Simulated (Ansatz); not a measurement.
# C (diamond type): optics inputs, tried as typed

Aim: run 1 optics input for C (diamond type) as typed, and read from each log whether it ends well.

Computed with Ansatz 0.2.0 (plane waves, PAW; settings as the input shows, unless a step's input says otherwise).

### Step 1. The system as given

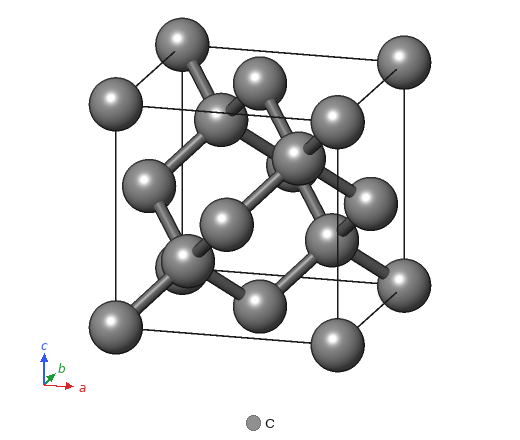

Start, viewed slightly off an axis; carbon grey. Atoms on the faces are drawn again on the opposite ones. The cell drawn here is the conventional one.

Structure file:

```
CELL_PARAMETERS angstrom
0.00000 1.78012 1.78012
1.78012 0.00000 1.78012
1.78012 1.78012 0.00000
ATOMIC_POSITIONS crystal
C 0.00000 0.00000 0.00000
C 0.25000 0.25000 0.25000
```

The cell was relaxed beforehand with r2SCAN; those runs aren't shown.

For scale, an earlier run with the standard settings (PBE, 10×10×10, gaussian width 0.1 eV, scissors 0 eV) gave ε∞ 5.95; tallest peak of ε₂: 33.9 at 11.15 eV.

### Step 2. Run 1

Input file input.yaml:

```yaml
crystal:
  lattice:
    - [0.0, 1.7801241411, 1.7801241411]
    - [1.7801241411, 0.0, 1.7801241411]
    - [1.7801241411, 1.7801241411, 0.0]
  atoms:
    - { symbol: C, position: [0.0, 0.0, 0.0] }
    - { symbol: C, position: [0.25, 0.25, 0.25] }
kpoints:
  mp_grid: { grid: [8, 8, 8] }
hamiltonian:
  xc: lda
scf:
  occupations: { method: fixed }
output:
  optics:
    e_range: [2, 6]
    de: 0.2
    sigma: 0.03
    scissors: -7.2
    scheme: fermi_dirac
    bands: { spectra_wanted_up_to: 6 }
```

Started as:

```console
> ansatz run input.yaml --threads 4 --pin off --max-ram 3686MiB --backend cpu --events-out ev --progress --plain --runs-dir out
```

Log:

```text
Warning: RAYON_NUM_THREADS=4 ignored (pool sized by the plan → 4); use --threads N
Engine: ansatz 0.2.0, aarch64-unknown-linux-gnu
Pseudopotentials: kind: paw
Pseudopotential: C, paw, valence charge 4, recommended cutoff 420 eV (normal), C.paw.azcp
Functional definition: SPW92
  exchange = slater_x
  correlation = pw_c
Crystal: 2 atoms, lattice volume = 11.282 Å³
Basis set: ecut = 420 eV, 229 PW (Γ)
Bands: 8, of which v1, the nominal top of the filled ones, is band 4 counted from 1 (3 counted from 0)
Symmetry: 48 space group operations
Space group: Fd-3m (ITA 227), of the structure as read, at distance tolerance 2.2e-5 Å
k-points: 29 of 512
Non-local potential: C, projectors of the file, l = 0: 2, l = 1: 2, l = 2: 1
PAW form: soft (Blöchl's): semilocal exchange-correlation on the pseudo side does not see the compensation charge
PAW frozen core: C, regenerated for the run's functional, and the local potential with it (the file was generated under x = pbe(κ = 0.804, μ = 0.2195149727645171), c = pbe(β = 0.06672455060314922))
PAW one-centre angular grid: C, 110 points (default); XC on 64 Gauss nodes
Initial density: superposition of atomic densities (neutral atoms: chi_scale 0, normalization atom), corrected by the library's trained network
Initial wavefunctions: pseudopotential atomic-orbital guess
Functional: x = slater, c = lda
SCF iter   1: F=—  HF=-485.975933 eV  |F-HF|=—  |Δ(HF+E_count)|=         —  Δρ=7.17e-3  dr2=2.02e-3  ethr=1.77e-3  ⟨swp⟩=3.9  Hψ=1374  notcnv=0  defer=47
preconditioner: auto → none  [insulator: Δε(μ)=4.112 eV  Ē_g=19.562 eV  n_scr=0 (ndim 8)  ℏωp=31.3 eV  f_vac=0.000  ε∞_Penn≈3.6]
SCF iter   2: F=—  HF=-485.975402 eV  |F-HF|=—  |Δ(HF+E_count)|=   5.31e-4  Δρ=3.39e-3  dr2=4.43e-4  ethr=2.52e-5  ⟨swp⟩=1.3  Hψ=475  notcnv=0  defer=51
SCF iter   3: F=—  HF=-485.975277 eV  |F-HF|=—  |Δ(HF+E_count)|=   1.25e-4  Δρ=8.33e-5  dr2=6.50e-7  ethr=5.54e-6  ⟨swp⟩=1.9  Hψ=283  notcnv=0  defer=56
SCF iter   4: F=—  HF=-485.975278 eV  |F-HF|=—  |Δ(HF+E_count)|=   3.77e-7  Δρ=3.07e-5  dr2=5.25e-8  ethr=8.12e-9  ⟨swp⟩=2.3  Hψ=340  notcnv=0
SCF iter   5: F=—  HF=-485.975278 eV  |F-HF|=—  |Δ(HF+E_count)|=   5.22e-9  Δρ=4.21e-6  dr2=1.63e-9  ethr=6.57e-10  ⟨swp⟩=2.6  Hψ=354  notcnv=0
SCF iter   6: F=-485.975278 eV  HF=-485.975278 eV  |F-HF|=1.36e-12  |Δ(HF+E_count)|=  7.56e-10  Δρ=5.01e-7  dr2=6.58e-12  ethr=1.00e-12  ⟨swp⟩=2.8  Hψ=1070  notcnv=0
SCF 1 converged in 6 iterations: F = -485.975278 eV  dr2 = 6.58e-12
NSCF: frozen V_eff on 29 k-points
WARN: output.optics: the band pass at 10 bands failed: optics analysis refused: output.optics.scissors = -7.2 eV cannot be applied: the least direct gap is 5.554761 eV, at k = (0.000000, 0.000000, 0.000000) in fractional coordinates (k-point 0, solve channel 0, both counted from 0), and the shift would move that transition to zero photon energy or below. Give a shift above -5.554761 eV, or none. The run goes on with spectra that are summed over 8 bands without it; where that sum gives spectra that were to be completed, the notice optics_band_completion says what they give
WARN: output.optics: not made: optics analysis refused: output.optics.scissors = -7.2 eV cannot be applied: the least direct gap is 5.554761 eV, at k = (0.000000, 0.000000, 0.000000) in fractional coordinates (k-point 0, solve channel 0, both counted from 0), and the shift would move that transition to zero photon energy or below. Give a shift above -5.554761 eV, or none. The run goes on to what it still can, and will not end as completed
SCF converged after 6 iterations
Free energy (F): -485.975278 eV
Harris-Foulkes:  -485.975278 eV  (|F-HF|=1.36e-12)
Internal energy: -485.975278 eV  (E = F + TS)
E sigma→0 (E₀):  -485.975278 eV
Fermi energy:    13.160598 eV
--- Per-component energies (eV) ---
  E_band       = 33.745977
  E_kinetic    = 184.818418
  E_local      = -123.948906  (includes V_loc(G=0)·N_el)
  E_nonlocal   = 55.446759
  E_hartree    = 26.486443
  E_xc         = -96.765924
  E_vxc        = -120.454251  (∫ρ·V_xc dr)
  E_paw        = -183.541920  (= ΣΔE_a)
  E_vpaw       = -15.088940  (= ΣTr[D̂ρ^β])
  E_aug_tail   = 0.000020  (compensation charges beyond the density's cutoff)
  E_ewald      = -348.595832
  E_core_change = 0.125665  (= ΣΔE_core)
  E_smearing   = -0.000000  (= −TS)
  E_closure    = -0.000000  (closes the sum)
  Σ components = -485.975278   (vs F -485.975278, Δ=0.00e0)
--- Band table (eV; the first three rows and the last of 29) ---
  k-point 0: bands = ["-8.2397", "13.1606", "13.1606", "13.1606", "18.7154", "18.7154", "18.7154", "26.7826"]
  k-point 1: bands = ["-7.8065", "10.7577", "12.5045", "12.5045", "19.5737", "19.5737", "20.0269", "27.0706"]
  k-point 2: bands = ["-6.5190", "6.5952", "11.4054", "11.4054", "20.9100", "20.9100", "21.3924", "27.7980"]
  k-point 28: bands = ["1.3448", "1.3448", "4.7487", "4.7487", "23.6303", "23.6303", "25.5439", "25.5439"]
Error: optics analysis refused: output.optics.scissors = -7.2 eV cannot be applied: the least direct gap is 5.554761 eV, at k = (0.000000, 0.000000, 0.000000) in fractional coordinates (k-point 0, solve channel 0, both counted from 0), and the shift would move that transition to zero photon energy or below. Give a shift above -5.554761 eV, or none
```

It took 0.3 s on 4 threads of Arm Neoverse V2, shared host; peak memory 0.24 GiB.

What is wrong: It ended in an error. The scissors shift is negative and larger than the gap. Cure: use a shift that opens the gap, or none.

### Step 3. How the runs ended

```tsv
run	settings	ended	fault	time
1	LDA, 8×8×8, fermi-dirac width 0.03 eV, scissors -7.2 eV	stopped by an error	the scissors shift is negative and larger than the gap	0.3 s
```

**Reading.** 1 stopped by an error. No run passed without a fault or warning, so no result is quoted.

These are semilocal Kohn-Sham gaps, which aren't the measured quantity. Such gaps usually fall short of the measured ones.
